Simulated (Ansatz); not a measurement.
## Bands, cutoff and cost in G0W0 for InSe (R3m)

Aim: see how the G0W0 gap of InSe (R3m) on r2SCAN moves with empty bands and screening cutoff, and what each rung costs.

Program: Ansatz 0.2.0. Level of theory: G0W0 on r2SCAN, plane waves, PAW. Results are calculated unless marked as measured.

The database entry behind the starting cell differs from later determinations by our own check (c about 1.5 % long), so it need not match the best structure at ambient conditions.

## (1) The structure

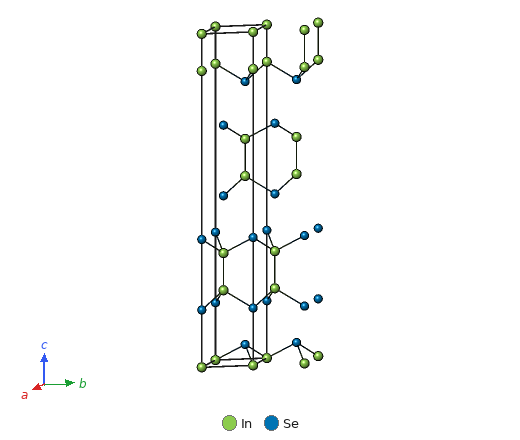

The cell as given, slightly off an axis (indium green, selenium blue). 1×2×1 cells are drawn. This picture shows the conventional cell, with its axes. Bonds to atoms that aren't drawn are left out. Some periodic images of atoms are drawn too.

The cell and positions come from the Crystallography Open Database and are kept as given unless a step says otherwise. The default PAW set here is soft_2. Its files were made with PBE.

## (2) 123 empty bands, screening to 60 eV

G0W0 replaces the xc potential by the self-energy, built once from these orbitals. Only a window of levels is corrected, while the sums run over the empty bands that the input names.

File input.yaml:

```yaml
crystal:
  lattice:
    - [2.0, 1.1547005384, 8.44]
    - [-2.0, 1.1547005384, 8.44]
    - [0.0, -2.3094010768, 8.44]
  atoms:
    - { symbol: In, position: [0.0, 0.0, 0.0] }
    - { symbol: In, position: [0.1114, 0.1114, 0.1114] }
    - { symbol: Se, position: [0.6165, 0.6165, 0.6165] }
    - { symbol: Se, position: [0.8281, 0.8281, 0.8281] }
kpoints:
  mp_grid: { grid: [4, 4, 4] }
hamiltonian:
  xc: r2scan
scf:
  occupations: { method: fixed }
gw:
  n_empty_bands: 123
  ecut_chi: 60
  qp_bands: [v2, c2]
  qp_kpoints: band_edges
  screening: { model: contour_deformation }
```

Started as:

```
> ansatz run input.yaml --threads 3 --pin off --max-ram 92160MiB --backend cuda --events-out ev --progress --plain --runs-dir out --devices 1 --max-vram 13GiB  # rebuilt from the run's record
```

Numbers of over 12 decimals in the logs are rounded to 6 here.

The program printed:

```text
GPUs: using 1 of 1 available (devices: 1).
Engine: ansatz 0.2.0, x86_64-unknown-linux-gnu
Pseudopotentials: kind: paw
Pseudopotential: In, paw, valence charge 13, recommended cutoff 500 eV (meta_gga), In.paw.azcp
Pseudopotential: Se, paw, valence charge 16, recommended cutoff 500 eV (meta_gga), Se.paw.azcp
Functional definition: r2SCAN
  parameter k0 = 0.174
  parameter k1 = 0.065
  parameter a1 = 4.9479
  exchange = r2scan_x(k0 = k0, k1 = k1, a1 = a1)
  correlation = r2scan_c
device memory: the entry about to start is reckoned to put 3.8 GiB on a device that reports 37.6 GiB free (of which the cap on the GPU budget leaves the run 13.0 GiB)
GPU FFT provider: cuFFT
GPU libraries: cuBLAS 13.8.2, cuFFT 12.4.0, cuSOLVER 12.3.4
Crystal: 4 atoms, lattice volume = 116.948 Å³
Basis set: ecut = 500 eV, 2965 PW (Γ), exchange–correlation on 256×256×256 points (64 copies of the dense FFT grid, shifted against one another)
Bands: 35, of which v1, the nominal top of the filled ones, is band 29 counted from 1 (28 counted from 0)
Symmetry: 6 space group operations
Space group: R3m (ITA 160), of the structure as read, at distance tolerance 4.9e-5 Å
k-points: 13 of 64 (time reversal used)
Non-local potential: In, projectors of the file, l = 0: 2, l = 1: 2, l = 2: 2, l = 3: 2
Non-local potential: Se, projectors of the file, l = 0: 2, l = 1: 2, l = 2: 3, l = 3: 1
PAW form: soft (Blöchl's): semilocal exchange-correlation on the pseudo side does not see the compensation charge
PAW frozen core: In, regenerated for the run's functional (the file was generated under x = pbe(κ = 0.804, μ = 0.219515), c = pbe(β = 0.066725))
PAW frozen core: Se, regenerated for the run's functional (the file was generated under x = pbe(κ = 0.804, μ = 0.219515), c = pbe(β = 0.066725))
PAW one-centre angular grid: In, 590 points (default); XC on 289 of its mesh's 2783 points in the sphere
PAW one-centre angular grid: Se, 590 points (default); XC on 160 Gauss nodes
Initial density: superposition of atomic densities (neutral atoms: chi_scale 0, normalization atom), corrected by the library's trained network
Initial wavefunctions: pseudopotential atomic-orbital guess
GPU buffer pool allocated for 262144 grid points (all kernels)
GPU transforms: local potential and band sums: pruned to the plane-wave sphere, on 64×64×64
Functional: x = r2scan, c = r2scan; τ floored in thin density (d = 2e-4 eV/Å³)
SCF iter   1: F=—  HF=-22182.513806 eV  |F-HF|=—  |Δ(HF+E_count)|=         —  Δρ=6.19e-3  dr2=3.79e-2  dr2_τ=1.63e-2  ethr=1.77e-3  ⟨swp⟩=5.0  Hψ=1636  notcnv=0  defer=52
preconditioner: auto → Resta (q_TF=auto, 2.427 Å⁻¹)  ε∞=3.0  [insulator: Δε(μ)=0.846 eV  Ē_g=14.825 eV  n_scr=30 (ndim 8)  ℏωp=21.2 eV  f_vac=0.087  ε∞_Penn≈3.0]
SCF iter   2: F=—  HF=-22182.526323 eV  |F-HF|=—  |Δ(HF+E_count)|=   1.25e-2  Δρ=2.56e-3  dr2=5.56e-3  dr2_τ=2.70e-4  ethr=6.54e-5  ⟨swp⟩=2.5  Hψ=875  notcnv=0  defer=52
SCF iter   3: F=—  HF=-22182.526689 eV  |F-HF|=—  |Δ(HF+E_count)|=   3.66e-4  Δρ=7.64e-4  dr2=6.12e-4  dr2_τ=1.86e-5  ethr=9.59e-6  ⟨swp⟩=2.6  Hψ=700  notcnv=0  defer=52
SCF iter   4: F=—  HF=-22182.526802 eV  |F-HF|=—  |Δ(HF+E_count)|=   1.13e-4  Δρ=1.92e-4  dr2=5.11e-5  dr2_τ=2.11e-6  ethr=1.05e-6  ⟨swp⟩=3.0  Hψ=841  notcnv=0  defer=52
SCF iter   5: F=—  HF=-22182.526811 eV  |F-HF|=—  |Δ(HF+E_count)|=   8.93e-6  Δρ=5.76e-5  dr2=4.87e-6  dr2_τ=1.20e-7  ethr=8.80e-8  ⟨swp⟩=2.6  Hψ=773  notcnv=0  defer=20
SCF iter   6: F=—  HF=-22182.526813 eV  |F-HF|=—  |Δ(HF+E_count)|=   1.89e-6  Δρ=1.56e-5  dr2=5.54e-7  dr2_τ=9.86e-9  ethr=8.40e-9  ⟨swp⟩=2.0  Hψ=665  notcnv=0  defer=21
SCF iter   7: F=-22182.526813 eV  HF=-22182.526813 eV  |F-HF|=1.94e-8  |Δ(HF+E_count)|=   2.42e-7  Δρ=4.89e-6  dr2=3.93e-8  dr2_τ=2.17e-9  ethr=1.72e-10  ⟨swp⟩=9.5  Hψ=1740  notcnv=0
SCF 1 converged in 7 iterations: F = -22182.526813 eV  dr2 = 3.93e-8
  greatest PAW one-centre occupation: 1.000 electrons in one spin orbital (limit 2), on the Se atom at site 3 (counted from 0), in its partial waves of l = 2
device memory: the entry about to start is reckoned to put 4.8 GiB on a device that reports 39.7 GiB free (of which the cap on the GPU budget leaves the run 13.0 GiB)
NSCF: frozen V_eff on 13 k-points
the band table was solved once the SCF had ended and its energy, with any forces and stress, was formed, with the checks that follow a solve (1803 applications of the Hamiltonian). They found nothing against the state; the energy, forces and stress were not computed again (output.eigenvalues in the input reference)
device memory: the entry about to start is reckoned to put 2.8 GiB on a device that reports 39.7 GiB free (of which the cap on the GPU budget leaves the run 13.0 GiB)
NSCF: frozen V_eff on 13 k-points
G₀W₀ screening: q 1/13
[... further progress lines ...]
device memory: the entry about to start is reckoned to put 0.8 GiB on a device that reports 41.0 GiB free (of which the cap on the GPU budget leaves the run 13.0 GiB)
NSCF: frozen V_eff on 1 k-points
device memory: the entry about to start is reckoned to put 0.8 GiB on a device that reports 41.0 GiB free (of which the cap on the GPU budget leaves the run 13.0 GiB)
NSCF: frozen V_eff on 1 k-points
device memory: the entry about to start is reckoned to put 0.8 GiB on a device that reports 41.0 GiB free (of which the cap on the GPU budget leaves the run 13.0 GiB)
NSCF: frozen V_eff on 1 k-points
SCF converged after 7 iterations
Free energy (F): -22182.526813 eV
Harris-Foulkes:  -22182.526813 eV  (|F-HF|=1.94e-8)
Internal energy: -22182.526813 eV  (E = F + TS)
E sigma→0 (E₀):  -22182.526813 eV
Fermi energy:    7.061300 eV
--- Per-component energies (eV) ---
  E_band       = -954.134453
  E_kinetic    = 723.660064
  E_local      = -7924.572570  (includes V_loc(G=0)·N_el)
  E_nonlocal   = -454.896020
  E_hartree    = 3656.947070
  E_xc         = -598.131109
  E_vxc        = -424.333526  (∫ρ·V_xc dr)
  E_paw        = -12219.731579  (= ΣΔE_a)
  E_vpaw       = -213.030871  (= ΣTr[D̂ρ^β])
  E_aug_tail   = -0.000403  (compensation charges beyond the density's cutoff)
  E_vtau       = 25.147901  (kinetic-family band-sum trace: ∫τ·v_τ [+ j·A + Jᵃ·Aᵃ] dr)
  E_ewald      = -5364.203816
  E_core_change = -1.598449  (= ΣΔE_core)
  E_smearing   = -0.000000  (= −TS)
  E_closure    = 0.000000  (closes the sum)
  Σ components = -22182.526813   (vs F -22182.526813, Δ=0.00e0)
--- Band table (eV; the first three rows and the last of 13) ---
  k-point 0: bands = [... 25 lower, 5.6972, 5.6972, 5.7897, 5.7897, 9.1163, 9.6448, 11.8005, 11.8005, ... 2 higher]
  k-point 1: bands = [... 25 lower, 4.9589, 5.0949, 5.2313, 6.0258, 9.4079, 9.6048, 11.5174, 11.7386, ... 2 higher]
  k-point 2: bands = [... 25 lower, 4.6266, 4.6374, 4.7376, 5.3410, 8.5521, 9.3540, 11.0638, 11.4251, ... 2 higher]
  k-point 12: bands = [... 25 lower, 5.6266, 5.8666, 5.8666, 7.0613, 7.9252, 9.6901, 11.7184, 11.7184, ... 2 higher]
--- G₀W₀: contour deformation, 7 samples at zero and on the imaginary axis and 1 off it, 64 q-points, 123 empty bands' worth ---
  eigenvalues of the whole cell's RPA ε∞ on this k-mesh (on a slab, of 1 + 4πα/V) = 8.0085, 8.0085, 10.5144; static W/v taken at q = 0 is 0.130267
  bands read: the sum over 152 bands ends inside a degenerate multiplet in 1 slot, whose members it reads at an even weight; the widest, k=0: bands 152 to 153 (counted from 1) at 1/2 each
  gw.qp_kpoints: band_edges: 9 of 13 stored k-points solved, in 1 pass; an edge of the gap read off the rows below is read off those points alone
    valence top: of the k-points left out ik 8 came nearest to being solved in a further pass, in band 29 (counted from 1, as in the quasiparticle table): it holds the edge there only if its correction is more favourable than any solved in that band by at least 0.738 eV; those differ by 0.204 eV
    conduction bottom: of the k-points left out ik 7 came nearest to being solved in a further pass, in band 30 (counted from 1, as in the quasiparticle table): it holds the edge there only if its correction is more favourable than any solved in that band by at least 0.553 eV; those differ by 0.305 eV
    ik  band        ε_KS         Σx   Σc(E_QP)       V_xc       Z   E_QP_lin       E_QP  E_QP is
     1    28      5.2313   -17.6798     2.2081   -15.3716  0.7609     5.1310     5.1313  root
     1    29      6.0258   -15.7995     1.6166   -14.0203  0.7708     5.8627     5.8632  root
     1    30      9.4079    -7.7182    -3.4793   -11.5787  0.7968     9.7916     9.7891  root
     1    31      9.6048    -9.7495    -3.4792   -13.8096  0.7858    10.1944    10.1857  root
     2    28      4.7376   -17.2834     2.3199   -14.8170  0.7543     4.5907     4.5911  root
     2    29      5.3410   -15.5083     1.7212   -13.5842  0.7668     5.1374     5.1381  root
     2    30      8.5521    -7.7342    -3.1642   -11.1958  0.8021     8.8506     8.8495  root
     2    31      9.3540    -9.6547    -3.4751   -13.6887  0.7863     9.9216     9.9129  root
     3    28      5.3320   -17.8988     2.2010   -15.6113  0.7623     5.2454     5.2456  root
     3    29      6.2429   -15.9825     1.5420   -14.3074  0.7744     6.1095     6.1098  root
     3    30      9.2398    -9.3666    -3.3664   -13.2553  0.7941     9.7670     9.7620  root
     3    31      9.6077    -8.0279    -3.5220   -11.9733  0.7915    10.0347    10.0311  root
     5    28      5.1265   -17.1748     2.2980   -14.7543  0.7483     5.0036     5.0039  root
     5    29      5.7605   -15.6590     1.5840   -13.8950  0.7747     5.5799     5.5804  root
     5    30      9.3959    -8.5068    -3.3271   -12.2707  0.7937     9.8359     9.8326  root
     5    31      9.7962    -9.4327    -3.4395   -13.4125  0.7839    10.3441    10.3365  root
     6    28      4.9278   -17.6966     2.3039   -15.2668  0.7574     4.8017     4.8020  root
     6    29      5.5083   -15.2386     1.5846   -13.4426  0.7721     5.2961     5.2969  root
     6    30      8.5619    -8.7392    -3.2111   -12.3777  0.8018     8.9917     8.9892  root
     6    31      9.3204    -8.8331    -3.3548   -12.6220  0.7868     9.7591     9.7545  root
     9    28      4.8583   -17.5789     2.3159   -15.1300  0.7562     4.7249     4.7253  root
     9    29      5.3493   -15.0100     1.5982   -13.1829  0.7695     5.1195     5.1204  root
     9    30      8.8431    -8.1652    -3.2377   -11.7521  0.7964     9.1942     9.1922  root
     9    31      9.0172    -9.2966    -3.3072   -13.1008  0.7935     9.5191     9.5141  root
[...]
11    28      4.3559   -16.1923     2.3908   -13.5893  0.7354     4.1423     4.1439  root
    11    29      5.4836   -15.6083     1.7398   -13.6689  0.7661     5.2832     5.2840  root
    11    30      9.2421    -7.3580    -3.2549   -10.9211  0.7968     9.5517     9.5502  root
    11    31      9.9617   -10.3878    -3.5303   -14.5771  0.7804    10.6358    10.6207  root
    12    28      5.8666   -18.3293     2.1135   -16.1895  0.7672     5.8403     5.8403  root
    12    29      7.0613   -16.3134     1.2114   -15.0772  0.7822     7.0365     7.0365  root
    12    30      7.9252   -10.1624    -2.9834   -13.6002  0.8035     8.3817     8.3796  root
    12    31      9.6901    -8.0609    -3.7365   -12.2070  0.7957    10.1029    10.0996  root
```

The job ended after 33 s (1 × NVIDIA H100 80GB HBM3 (shared by 6 runs) with 3 threads of AMD EPYC 7R13 (Zen 3), shared host; peak memory 1.9 GiB).

Numbers from this step:

```yaml
bands_summed: 152
rpa_eps_infinity_on_this_mesh_eigenvalues: 8.009, 8.009, 10.51
plane_waves_in_the_screening_matrix: 137
q_points_in_the_mesh: 64
g0w0_gap_on_the_mesh: 1.343 eV
k_of_the_valence_top: -0.5, -0.5, -0.5
k_of_the_conduction_bottom: -0.5, -0.5, -0.5
starting_gap_on_the_mesh: 0.8639 eV
z_at_the_valence_top: 0.7822
z_at_the_conduction_bottom: 0.8035
least_direct_g0w0_gap_on_the_computed_points: 1.343 eV
```

The gap on the mesh goes from 0.86 eV to 1.34 eV, a correction of +0.48 eV. Between the two edge states, bare exchange in place of the xc potential would open the gap by 4.67 eV, and correlation takes back 4.19 eV.

## (3) 349 empty bands, screening to 120 eV

Bands and screening cutoff are moved together, since each hides the error of the other.

input.yaml: that of step 2 with these lines changed.

```diff
@@ -17,4 +17,4 @@
 gw:
-  n_empty_bands: 123
-  ecut_chi: 60
+  n_empty_bands: 349
+  ecut_chi: 120
   qp_bands: [v2, c2]
```

The program printed:

```text
GPUs: using 1 of 1 available (devices: 1).
[...]
GPU FFT provider: cuFFT
GPU libraries: cuBLAS 13.8.2, cuFFT 12.4.0, cuSOLVER 12.3.4
Crystal: 4 atoms, lattice volume = 116.948 Å³
Basis set: ecut = 500 eV, 2965 PW (Γ), exchange–correlation on 256×256×256 points (64 copies of the dense FFT grid, shifted against one another)
Bands: 35, of which v1, the nominal top of the filled ones, is band 29 counted from 1 (28 counted from 0)
Symmetry: 6 space group operations
[...]
k-points: 13 of 64 (time reversal used)
[...]
GPU buffer pool allocated for 262144 grid points (all kernels)
[...]
SCF iter   1: F=—  HF=-22182.513806 eV  |F-HF|=—  |Δ(HF+E_count)|=         —  Δρ=6.19e-3  dr2=3.79e-2  dr2_τ=1.63e-2  ethr=1.77e-3  ⟨swp⟩=5.0  Hψ=1636  notcnv=0  defer=52
[...]
SCF iter   7: F=-22182.526813 eV  HF=-22182.526813 eV  |F-HF|=1.94e-8  |Δ(HF+E_count)|=   2.42e-7  Δρ=4.89e-6  dr2=3.93e-8  dr2_τ=2.17e-9  ethr=1.72e-10  ⟨swp⟩=9.5  Hψ=1740  notcnv=0
SCF 1 converged in 7 iterations: F = -22182.526813 eV  dr2 = 3.93e-8
[...]
NSCF: frozen V_eff on 13 k-points
[...]
G₀W₀ screening: q 1/13
[... further progress lines ...]
[...]
SCF converged after 7 iterations
Free energy (F): -22182.526813 eV
[...]
Internal energy: -22182.526813 eV  (E = F + TS)
E sigma→0 (E₀):  -22182.526813 eV
Fermi energy:    7.061300 eV
[...]
--- Band table (eV; the first three rows and the last of 13) ---
  k-point 0: bands = [... 25 lower, 5.6972, 5.6972, 5.7897, 5.7897, 9.1163, 9.6448, 11.8005, 11.8005, ... 2 higher]
  k-point 1: bands = [... 25 lower, 4.9589, 5.0949, 5.2313, 6.0258, 9.4079, 9.6048, 11.5174, 11.7386, ... 2 higher]
  k-point 2: bands = [... 25 lower, 4.6266, 4.6374, 4.7376, 5.3410, 8.5521, 9.3540, 11.0638, 11.4251, ... 2 higher]
  k-point 12: bands = [... 25 lower, 5.6266, 5.8666, 5.8666, 7.0613, 7.9252, 9.6901, 11.7184, 11.7184, ... 2 higher]
[...]
1    28      5.2313   -17.6798     1.8643   -15.3716  0.7576     4.7828     4.7874  root
     1    29      6.0258   -15.7995     1.3063   -14.0203  0.7680     5.5477     5.5530  root
     1    30      9.4079    -7.7182    -3.7299   -11.5787  0.7953     9.5388     9.5385  root
     1    31      9.6048    -9.7495    -3.8090   -13.8096  0.7832     9.8571     9.8559  root
     2    28      4.7376   -17.2834     1.9977   -14.8170  0.7513     4.2631     4.2690  root
     2    29      5.3410   -15.5083     1.4290   -13.5842  0.7644     4.8403     4.8459  root
     2    30      8.5521    -7.7342    -3.3849   -11.1958  0.8006     8.6288     8.6288  root
     2    31      9.3540    -9.6547    -3.7942   -13.6887  0.7838     9.5950     9.5938  root
[...]
12    28      5.8666   -18.3293     1.7385   -16.1895  0.7635     5.4622     5.4653  root
    12    29      7.0613   -16.3134     0.8499   -15.0772  0.7786     6.6735     6.6751  root
    12    30      7.9252   -10.1624    -3.3090   -13.6002  0.8012     8.0541     8.0540  root
    12    31      9.6901    -8.0609    -4.0084   -12.2070  0.7941     9.8280     9.8277  root
```

Run time: 80 s. Hardware: 1 × NVIDIA H100 80GB HBM3 (shared by 6 runs) with 3 threads; peak memory 2.3 GiB.

This step gave:

```yaml
bands_summed: 378
rpa_eps_infinity_on_this_mesh_eigenvalues: 7.956, 7.956, 10.49
plane_waves_in_the_screening_matrix: 363
q_points_in_the_mesh: 64
g0w0_gap_on_the_mesh: 1.379 eV
k_of_the_valence_top: -0.5, -0.5, -0.5
k_of_the_conduction_bottom: -0.5, -0.5, -0.5
starting_gap_on_the_mesh: 0.8639 eV
z_at_the_valence_top: 0.7786
z_at_the_conduction_bottom: 0.8012
least_direct_g0w0_gap_on_the_computed_points: 1.379 eV
```

Against the run with 4×4×4 mesh, 123 empty bands, screening to 60 eV, the gap moves by +0.04 eV.

## (4) 751 empty bands, screening to 200 eV

input.yaml: that of step 3 with these lines changed.

```diff
@@ -17,4 +17,4 @@
 gw:
-  n_empty_bands: 349
-  ecut_chi: 120
+  n_empty_bands: 751
+  ecut_chi: 200.0
   qp_bands: [v2, c2]
```

The program printed:

```text
GPUs: using 1 of 1 available (devices: 1).
[...]
GPU FFT provider: cuFFT
GPU libraries: cuBLAS 13.8.2, cuFFT 12.4.0, cuSOLVER 12.3.4
Crystal: 4 atoms, lattice volume = 116.948 Å³
Basis set: ecut = 500 eV, 2965 PW (Γ), exchange–correlation on 256×256×256 points (64 copies of the dense FFT grid, shifted against one another)
Bands: 35, of which v1, the nominal top of the filled ones, is band 29 counted from 1 (28 counted from 0)
[...]
2    31      9.3540    -9.6547    -3.9431   -13.6887  0.7836     9.4451     9.4449  root
[...]
12    28      5.8666   -18.3293     1.5683   -16.1895  0.7631     5.2867     5.2951  root
    12    29      7.0613   -16.3134     0.6908   -15.0772  0.7783     6.5115     6.5160  root
    12    30      7.9252   -10.1624    -3.4768   -13.6002  0.8009     7.8862     7.8862  root
    12    31      9.6901    -8.0609    -4.1335   -12.2070  0.7940     9.7026     9.7026  root
[key lines of the parts left out:]
SCF converged after 7 iterations
Free energy (F): -22182.526813 eV
Fermi energy:    7.061300 eV
```

Wall time 1.8 min (1 × NVIDIA H100 80GB HBM3 (shared by 6 runs) with 3 threads); peak memory 3.6 GiB; 3.2 min of CPU time.

Numbers from this step:

```yaml
bands_summed: 780
rpa_eps_infinity_on_this_mesh_eigenvalues: 7.958, 7.958, 10.50
plane_waves_in_the_screening_matrix: 733
g0w0_gap_on_the_mesh: 1.370 eV
k_of_the_valence_top: -0.5, -0.5, -0.5
k_of_the_conduction_bottom: -0.5, -0.5, -0.5
starting_gap_on_the_mesh: 0.8639 eV
least_direct_g0w0_gap_on_the_computed_points: 1.370 eV
```

Against the run with 4×4×4 mesh, 349 empty bands, screening to 120 eV, the gap moves by −0.009 eV.

[end of part 1 of 2]

[Paths, hosts, dates, memory and timing lines, banners, echoed tables and standing remarks are left out of the program output.]

[Logs are printed without paths, hosts, clocks, repeated set-up lines and the standing remarks that a program may print on its own settings, such as how far it seeks lower states.]

[Runs of the session that timed out or met a known fault of the program may be left out.]

[Cells called generated may have been cut or substituted from an entry of the Crystallography Open Database or the Materials Project.]

[Hosts, paths, dates, database ids (printed as entryN), source tags and the programs' standing remarks are cut or masked in the printed files.]
